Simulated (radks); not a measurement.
The P³⁺ ion in the configuration [Ne] 3s2. Computed with the in-house radial solver radks: scalar-relativistic Kohn-Sham, BP86, spin-polarised, spherical densities, point nucleus.

```
Z 15
configuration [Ne] 3s2 3p0 4s0 3d0 4f0
relativity scalar-relativistic
functional b88,p86
spin polarised
nucleus point
c 137.035999084
```

The run was one of a batch (task.json lists them), launched with:
```bash
python run_ks.py task.json out
```

Wanted: the number of electrons inside radius r (solid) and the radial density 4πr²ρ (dashed).

The count levels off at 12 electrons. Half of them lie within 0.447 bohr, 90 % within 1.49 bohr and 99 % within 2.68 bohr. The radial density has a minimum at 0.178 bohr, where the count stands at 2.2; this parts the shells that the density resolves.

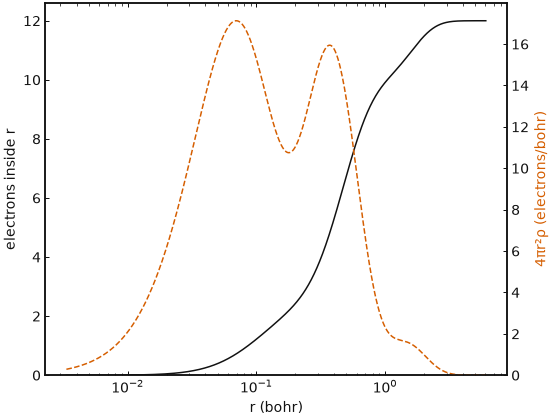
